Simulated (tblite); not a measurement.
# C3H12FGe2N: the cost of one run

Programs: tblite 0.8.0 and PySCF 2.14.0, with density-fitted response routines of our own. Each step states its level of theory. These are calculated values for one molecule in the gas phase, unless marked as measured. Atoms are numbered from 0 throughout.

## (1) The starting structure

19 atoms, charge 0, multiplicity 1; geometry from: force field or distance geometry start.

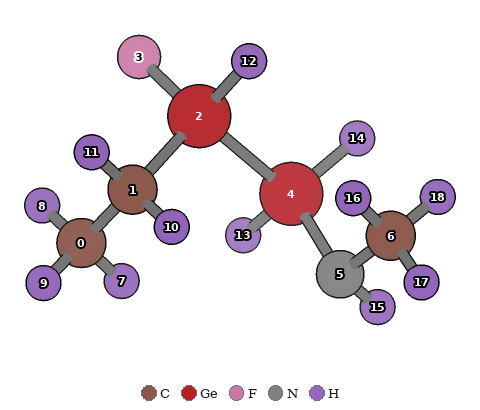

As it starts; carbon brown, germanium red, fluorine pink, nitrogen grey, hydrogen purple, atoms numbered; sticks join atoms by distance.

## (2) Relaxing the molecule with GFN2-xTB

What the job is given:

```
{"job": {"kind": "relax", "xc": "GFN2-xTB", "basis": "xTB"}, "charge": 0, "multiplicity": 1}
C      2.568300     0.597900    -0.031400
C      1.565200     0.562800     1.114900
Ge     0.508000    -1.072400     1.055400
F      1.546700    -2.467900     1.114600
Ge    -0.758800    -1.105400    -0.977600
N     -1.587300     0.555600    -1.247100
C     -2.577000     0.764600    -0.201000
H      2.025000     0.604300    -0.996000
H      3.243700    -0.280200     0.014500
H      3.164400     1.525600     0.040300
H      0.890900     1.435500     1.068600
H      2.116300     0.581900     2.090500
H     -0.483900    -1.085600     2.264400
H      0.210900    -1.382000    -2.168700
H     -1.832800    -2.212800    -0.917900
H     -2.091200     0.502000    -2.145400
H     -2.084100     0.810700     0.800500
H     -3.097000     1.723100    -0.368100
H     -3.337400    -0.048500    -0.199600
```

Run with:

```sh
$ OMP_NUM_THREADS=1 python probes_run.py task.json out
```

One launch serves the whole session: the jobs run in the order shown.

Q: Estimate the wall time and peak memory of this first job on 1 thread of Arm Neoverse N1, shared host.

About 1.6 s, with a peak of 0.18 GiB.
